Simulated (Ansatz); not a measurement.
**Run report: CH7BrGe, geometry relaxation**

The run: geometry relaxation of CH7BrGe. Method and program: RKS PBE0-D4/def2-SVP (Ansatz 0.2.0).

The input holds or restrains some coordinates. Figures and captions count atoms from 1; the log counts them from 0 in places.

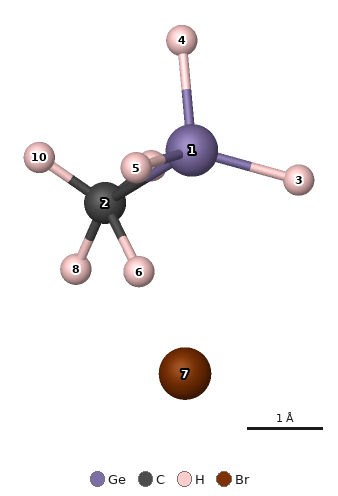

Figure 1. The structure as given in the input (ball-and-stick view, seen at a tilt; atoms are numbered from 1 in the order of the input). Sticks mark near contacts. Bond lengths as drawn: C–Ge 2.21 Å, C–H 1.09 to 1.32 Å and Ge–H 1.49 to 1.53 Å.

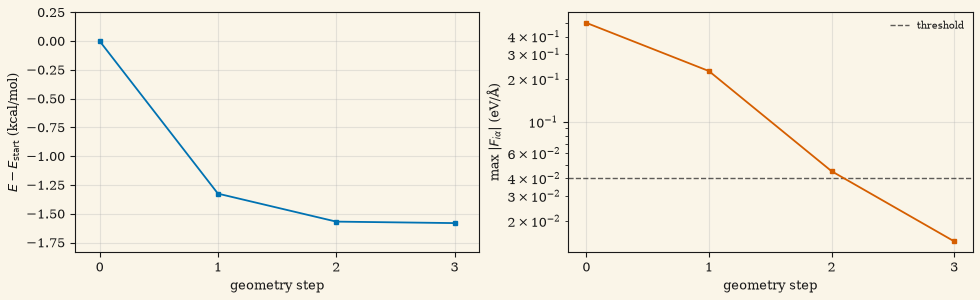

Figure 2. Progress of the restrained relaxation, step by step (the first geometry is step 0 here and step 1 in the log).

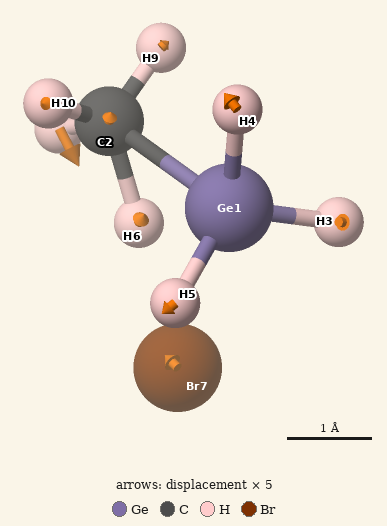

Figure 3. The starting structure with the displacements as orange arrows, magnified 5 times (ball-and-stick view, seen at a tilt). The two geometries are laid on each other by the best rigid fit. H8 moves most after the best rigid fit: 0.10 Å. By element the largest moves are H 0.10 Å, Br 0.05 Å, C 0.03 Å, Ge 0.01 Å. Among the contacts that change: Ge1–H3 1.490 → 1.521 Å, Ge1–H4 1.529 → 1.556 Å, C2–H10 1.091 → 1.099 Å, C2–H8 1.099 → 1.106 Å. Among the angles that change: Ge1–C2–H8 144.5° → 137.1°, H6–C2–H8 81.5° → 75.7°, C2–Ge1–H4 93.4° → 90.2°. After 3 geometry steps the energy has fallen by 1.58 kcal/mol. The largest force component goes from 0.5 to 0.014 eV/Å. (Atoms are counted from 1 in the order of the input.)

The input that produced these results follows, with the program's output.

### Input file
```yaml
crystal:
  periodic: [false, false, false]
  atoms:
    - {symbol: Ge, position_ang: [-0.664100, 0.924500, -0.237600]}
    - {symbol: C, position_ang: [0.294400, -0.840300, 0.690800]}
    - {symbol: H, position_ang: [-1.459300, 0.527300, -1.433200]}
    - {symbol: H, position_ang: [-1.618100, 1.139500, 0.938200]}
    - {symbol: H, position_ang: [0.281900, 2.073100, -0.302800]}
    - {symbol: H, position_ang: [0.740100, -0.472300, -0.492900]}
    - {symbol: Br, position_ang: [1.424400, -0.001800, -2.181000]}
    - {symbol: H, position_ang: [1.062800, -1.615400, 0.557900]}
    - {symbol: H, position_ang: [-0.631700, -1.396400, 0.841400]}
    - {symbol: H, position_ang: [0.569600, -0.338300, 1.619200]}
basis:
  gaussian: {orbitals: def2-SVP}
hamiltonian: {xc: pbe0, dispersion: d4}
relax: {f_tol: 0.04, max_steps: 150, escape_saddle: false, constraints: [{distance: [0, 6]}, {distance: [1, 5]}, {distance: [0, 1]}, {distance: [5, 6]}]}
```

Launch command:
```bash
ansatz run in.yaml --threads 8 --pin off --events-out ev --progress --plain --max-ram 19148MiB
```

### What the program printed
```
Functional definition: PBE0
  name "PBE0"
  cite "Adamo & Barone, J. Chem. Phys. 110, 6158 (1999) doi:10.1063/1.478522"
  cite "Perdew, Burke & Ernzerhof, Phys. Rev. Lett. 77, 3865 (1996) doi:10.1103/PhysRevLett.77.3865"
  parent pbe
  parameter a = 0.25
  parameter kappa = 0.804
  parameter beta = 0.06672455060314922
  exchange = (1 - a)*pbe_x(kappa = kappa, mu = beta*pi^2/3) + a*exact_x
  correlation = pbe_c(beta = beta)
1221 factors; integrals over basis functions are off by at most 3.2e-4 eV
mean field evaluation 1: about -127677.6727 eV, gradient 3.8e1 eV
mean field evaluation 2: about -127676.6982 eV, gradient 4.2e1 eV
mean field evaluation 4: about -127680.8581 eV, gradient 1.6e0 eV
mean field evaluation 8: about -127680.8720 eV, gradient 1.1e-1 eV
mean field -127680.87205552 eV, -4692.1855028368 hartree, gradient 3.2e-5 eV, S^2 0.000000; 0 other end points of the search recorded, 0 dependent functions left out
the calculation of the forces begins
reference -127680.87208248 eV, -4692.1855038276 hartree; 40, 40 occupied and 73, 73 virtual orbitals, 1221 factors
relax step   1: F+E_penalty+E_count = -127681.03543185 eV  Δ(F+E_penalty+E_count) = +0.000e0 eV  max|allowed force component| = 4.998e-1 eV/Å  Δτ_max = 0.0000 Å  (25 SCF iters, accepted)
  distance Ge 0 - Br 6 held at 2.999445 Å   reaction = -2.0167e-1 eV/Å
  distance C 1 - H 5 held at 1.317277 Å   reaction = -3.9026e-1 eV/Å
  distance Ge 0 - C 1 held at 2.212503 Å   reaction = +7.5047e-1 eV/Å
  distance H 5 - Br 6 held at 1.881308 Å   reaction = +3.5065e-1 eV/Å
these checks for a lower state are left out or cut short: starts, cluster_reference, orbital_swaps, neighbouring_geometries, increment
1221 factors; integrals over basis functions are off by at most 3.3e-4 eV
mean field evaluation 16: about -127680.8880 eV, gradient 4.3e0 eV
mean field -127680.92892246 eV, -4692.1875926584 hartree, gradient 6.5e-5 eV, S^2 0.000000; 0 other end points of the search recorded, 0 dependent functions left out
the calculation of the forces begins
reference -127680.92894948 eV, -4692.1875936512 hartree; 40, 40 occupied and 73, 73 virtual orbitals, 1221 factors
relax step   2: F+E_penalty+E_count = -127681.09288977 eV  Δ(F+E_penalty+E_count) = -5.746e-2 eV  max|allowed force component| = 2.285e-1 eV/Å  Δτ_max = 0.1070 Å  (24 SCF iters, accepted)
  distance Ge 0 - Br 6 held at 2.999445 Å   reaction = -3.0915e-1 eV/Å
  distance C 1 - H 5 held at 1.317277 Å   reaction = -2.6214e-1 eV/Å
  distance Ge 0 - C 1 held at 2.212503 Å   reaction = +5.9850e-1 eV/Å
  distance H 5 - Br 6 held at 1.881308 Å   reaction = +4.4332e-1 eV/Å
these checks for a lower state are left out or cut short: starts, cluster_reference, orbital_swaps, neighbouring_geometries, increment
1221 factors; integrals over basis functions are off by at most 3.3e-4 eV
mean field -127680.93964040 eV, -4692.1879865354 hartree, gradient 5.0e-5 eV, S^2 0.000000; 0 other end points of the search recorded, 0 dependent functions left out
the calculation of the forces begins
reference -127680.93966740 eV, -4692.1879875276 hartree; 40, 40 occupied and 73, 73 virtual orbitals, 1221 factors
relax step   3: F+E_penalty+E_count = -127681.10343104 eV  Δ(F+E_penalty+E_count) = -1.054e-2 eV  max|allowed force component| = 4.502e-2 eV/Å  Δτ_max = 0.0481 Å  (24 SCF iters, accepted)
  distance Ge 0 - Br 6 held at 2.999445 Å   reaction = -3.1408e-1 eV/Å
  distance C 1 - H 5 held at 1.317277 Å   reaction = -2.5357e-1 eV/Å
  distance Ge 0 - C 1 held at 2.212503 Å   reaction = +5.9682e-1 eV/Å
  distance H 5 - Br 6 held at 1.881308 Å   reaction = +4.8338e-1 eV/Å
these checks for a lower state are left out or cut short: starts, cluster_reference, orbital_swaps, neighbouring_geometries, increment
1221 factors; integrals over basis functions are off by at most 3.3e-4 eV
mean field -127680.94019524 eV, -4692.1880069254 hartree, gradient 1.9e-5 eV, S^2 0.000000; 0 other end points of the search recorded, 0 dependent functions left out
the calculation of the forces begins
reference -127680.94022225 eV, -4692.1880079180 hartree; 40, 40 occupied and 73, 73 virtual orbitals, 1221 factors
relax step   4: F+E_penalty+E_count = -127681.10398780 eV  Δ(F+E_penalty+E_count) = -5.568e-4 eV  max|allowed force component| = 1.441e-2 eV/Å  Δτ_max = 0.0107 Å  (23 SCF iters, accepted)
  distance Ge 0 - Br 6 held at 2.999445 Å   reaction = -3.2546e-1 eV/Å
  distance C 1 - H 5 held at 1.317277 Å   reaction = -2.3161e-1 eV/Å
  distance Ge 0 - C 1 held at 2.212503 Å   reaction = +6.0009e-1 eV/Å
  distance H 5 - Br 6 held at 1.881308 Å   reaction = +5.1152e-1 eV/Å
1221 factors; integrals over basis functions are off by at most 3.3e-4 eV
mean field evaluation 32: about -127680.9320 eV, gradient 7.7e-2 eV
mean field -127680.94019524 eV, -4692.1880069254 hartree, gradient 1.9e-5 eV, S^2 0.000000; 1 other end points of the search recorded, 0 dependent functions left out
the calculation of the forces begins
reference -127680.94022225 eV, -4692.1880079180 hartree; 40, 40 occupied and 73, 73 virtual orbitals, 1221 factors
Total energy: -127681.10401481 eV, -4692.1940271837 hartree
Atom 0 at    -0.661232     0.927987    -0.247327 Å, force     0.022715    -0.371841     0.471505 eV/Å
Atom 1 at     0.273514    -0.832447     0.713031 Å, force    -0.335903     0.412259    -0.044288 eV/Å
Atom 2 at    -1.469296     0.500976    -1.463297 Å, force     0.003012     0.001576     0.001998 eV/Å
Atom 3 at    -1.607948     1.099678     0.975418 Å, force     0.002037    -0.001703    -0.001332 eV/Å
Atom 4 at     0.321210     2.088128    -0.299629 Å, force    -0.001928    -0.003260    -0.000925 eV/Å
Atom 5 at     0.710490    -0.455287    -0.471038 Å, force     0.273059     0.174671    -0.658458 eV/Å
Atom 6 at     1.440395    -0.041901    -2.154983 Å, force     0.028058    -0.221971     0.258694 eV/Å
Atom 7 at     1.071320    -1.558965     0.471248 Å, force    -0.003474     0.006659    -0.003050 eV/Å
Atom 8 at    -0.654236    -1.407129     0.839382 Å, force     0.010062     0.005015    -0.009732 eV/Å
Atom 9 at     0.575784    -0.321141     1.637196 Å, force     0.002362    -0.001404    -0.014412 eV/Å
Dipole moment:    -0.608899    -0.002857     0.938646 e Å
```

### Trajectory as extended XYZ (Å, eV, eV/Å), 4 frames, from step=1 to step=4
```
10
Properties=species:S:1:pos:R:3:forces:R:3 step=1 energy=-127681.03543
Ge   -0.6641    0.9245   -0.2376    0.1998  -0.5828   0.4660
C     0.2944   -0.8403    0.6908   -0.4837   0.4600   0.1313
H    -1.4593    0.5273   -1.4332   -0.2992  -0.2497  -0.4998
H    -1.6181    1.1395    0.9382   -0.2006  -0.0997   0.4445
H     0.2819    2.0731   -0.3028    0.4722   0.4337  -0.0016
H     0.7401   -0.4723   -0.4929    0.2482   0.1397  -0.5727
Br    1.4244   -0.0018   -2.1810    0.0629  -0.2792   0.2814
H     1.0628   -1.6154    0.5579    0.2174   0.0299  -0.3771
H    -0.6317   -1.3964    0.8414   -0.3422  -0.1320  -0.0870
H     0.5696   -0.3383    1.6192    0.1252   0.2800   0.2151
10
Properties=species:S:1:pos:R:3:forces:R:3 step=2 energy=-127681.09289
Ge   -0.6664    0.9418   -0.2586    0.0856  -0.5811   0.6611
C     0.2637   -0.8177    0.7080   -0.1648   0.1737   0.0170
H    -1.4589    0.4937   -1.4717   -0.0761   0.0368  -0.0443
H    -1.5824    1.0565    0.9954   -0.0550   0.1356  -0.1015
H     0.3324    2.0820   -0.3080   -0.0103   0.0952  -0.0013
H     0.7068   -0.4470   -0.4759    0.2474   0.1557  -0.5931
Br    1.4383   -0.0349   -2.1594    0.0343  -0.2163   0.2406
H     1.0598   -1.5551    0.4819   -0.0407   0.0724  -0.0356
H    -0.6581   -1.3988    0.8479   -0.0359   0.0405  -0.0885
H     0.5649   -0.3206    1.6403    0.0155   0.0875  -0.0545
10
Properties=species:S:1:pos:R:3:forces:R:3 step=3 energy=-127681.10343
Ge   -0.6623    0.9295   -0.2477    0.0352  -0.3994   0.4882
C     0.2742   -0.8313    0.7101   -0.3274   0.3777  -0.0075
H    -1.4677    0.4990   -1.4637   -0.0074   0.0073  -0.0004
H    -1.6063    1.0951    0.9796    0.0104   0.0068  -0.0259
H     0.3229    2.0867   -0.3001   -0.0057   0.0078   0.0010
H     0.7141   -0.4571   -0.4738    0.2565   0.1782  -0.6393
Br    1.4383   -0.0366   -2.1584    0.0343  -0.2273   0.2565
H     1.0705   -1.5649    0.4800   -0.0259   0.0450  -0.0203
H    -0.6560   -1.4023    0.8388    0.0190   0.0059  -0.0239
H     0.5723   -0.3181    1.6352    0.0109  -0.0018  -0.0284
10
Properties=species:S:1:pos:R:3:forces:R:3 step=4 energy=-127681.10399
Ge   -0.6612    0.9280   -0.2473    0.0227  -0.3718   0.4715
C     0.2735   -0.8324    0.7130   -0.3359   0.4123  -0.0443
H    -1.4693    0.5010   -1.4633    0.0030   0.0016   0.0020
H    -1.6079    1.0997    0.9754    0.0020  -0.0017  -0.0013
H     0.3212    2.0881   -0.2996   -0.0019  -0.0033  -0.0009
H     0.7105   -0.4553   -0.4710    0.2731   0.1747  -0.6585
Br    1.4404   -0.0419   -2.1550    0.0281  -0.2220   0.2587
H     1.0713   -1.5590    0.4712   -0.0035   0.0067  -0.0031
H    -0.6542   -1.4071    0.8394    0.0101   0.0050  -0.0097
H     0.5758   -0.3211    1.6372    0.0024  -0.0014  -0.0144
```

### Summary

```json
{"quantity": "outcome", "value": "converged under the restraints of the input"}
{"quantity": "total energy", "value": "−127681.1040 eV"}
{"quantity": "mean-field energy", "value": "−127680.9402 eV"}
{"quantity": "dispersion energy", "value": "−0.1638 eV"}
{"quantity": "SCF solution under orbital rotations", "value": "stable"}
{"quantity": "largest force (length of the vector) at the end, held atoms and coordinates included", "value": "0.734 eV/Å"}
{"quantity": "dipole moment", "value": "5.37 D"}
{"quantity": "hardware", "value": "8 threads of Arm Neoverse V1, 23 GiB of memory available, shared host"}
{"quantity": "wall time", "value": "8.5 s (CPU time 39 s)"}
{"quantity": "peak memory", "value": "0.31 GiB"}
```
